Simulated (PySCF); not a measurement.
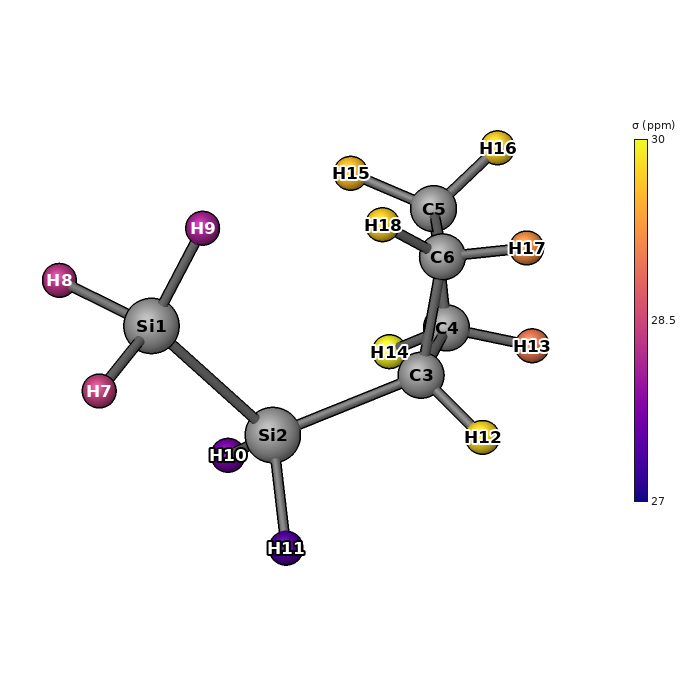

Atoms are coloured by their isotropic NMR shieldings (H only, the others grey). Geometry: an image of a reaction path computed with GFN2-xTB, not a minimum. Method: GIAO PBE0/pcSseg-1 NMR shielding, non-relativistic, gas phase (PySCF 2.14.0).

Q: Which H atom is the most shielded (lowest chemical shift)?

A: H14 (29.94 ppm).

Q: Which H atom is the least shielded (highest chemical shift)?

A: H11 (27.43 ppm).

Q: How wide is the range of H shifts?

A: 2.51 ppm.

Give the isotropic NMR shieldings of the H atoms atom by atom.

```tsv
atom	σ (ppm)
H7	28.43
H8	28.31
H9	28.13
H10	27.70
H11	27.43
H12	29.77
H13	29.01
H14	29.94
H15	29.59
H16	29.74
H17	29.22
H18	29.70
```
